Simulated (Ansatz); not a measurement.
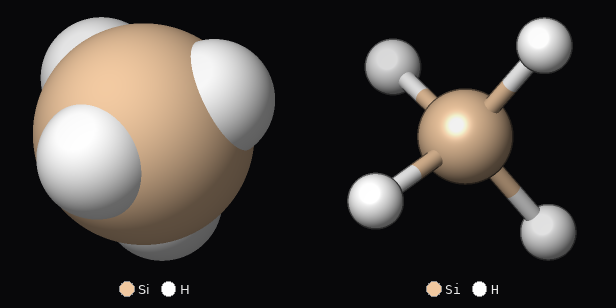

Both panels show the same species.

The computed structure is the end point of a PBE0-D4/def2-TZVP optimisation.

Count the atoms of each element.

SiH₄, 5 atoms: 1 silicon and 4 hydrogen.

How many sets of symmetry-equivalent atoms are there?

2: 1 Si, 4 H.

What is the point group of this geometry?

Td.

How many bonds of each kind are drawn?

4 Si–H. Sticks follow a distance rule.

The parts below concern this one geometry. Atoms keep their numbers from picture to picture.

## Charges

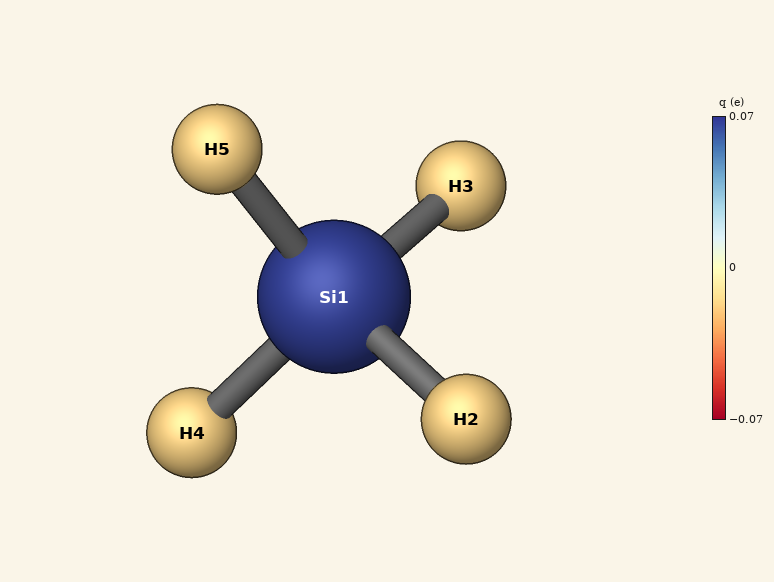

Atoms are coloured by their Mulliken charges. Properties computed with RKS PBE0-D4/def2-TZVP (Ansatz 0.2.0).

Give the Mulliken charges atom by atom.

```csv
atom,value (e)
Si1,0.07
H2,−0.02
H3,−0.02
H4,−0.02
H5,−0.02
```

## Thermal motion

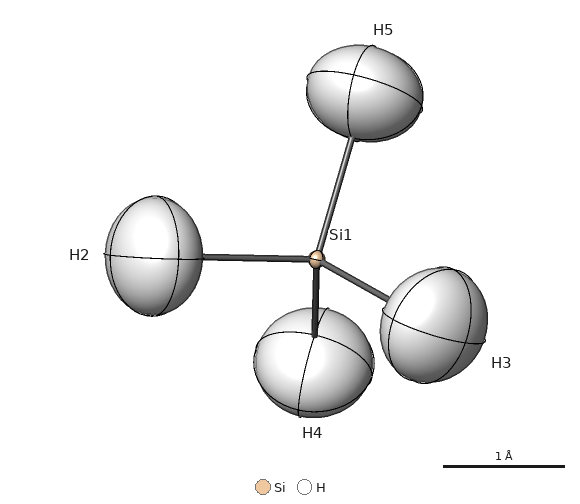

Displacement ellipsoids at the 50 % level, enlarged 3 times, from the internal vibrations of the free molecule (harmonic, no overall translation or rotation; no half-axis is drawn under 0.075 Å). Vibrations computed with RKS PBE0-D4/def2-TZVP (Ansatz 0.2.0). Temperature: 400 K.

Which atom moves most?

H2, H3, H4, H5, with U_eq = 0.0100 Å².

List U_eq and the three principal root-mean-square amplitudes for each kind of atom.

```json
{"atom": "Si1", "U_eq (Å²)": "0.00007", "rms amplitudes (Å)": "0.008, 0.008, 0.008"}
{"atom": "H2, H3, H4, H5", "U_eq (Å²)": "0.0100", "rms amplitudes (Å)": "0.085, 0.107, 0.107"}
```

## Electronic properties

Method: RHF-CCSD(T), frozen core/def2-TZVPP (Ansatz 0.2.0).

What is the T1 diagnostic?

0.011.

Mulliken values depend strongly on the basis set and can even reverse the polarity of a bond.
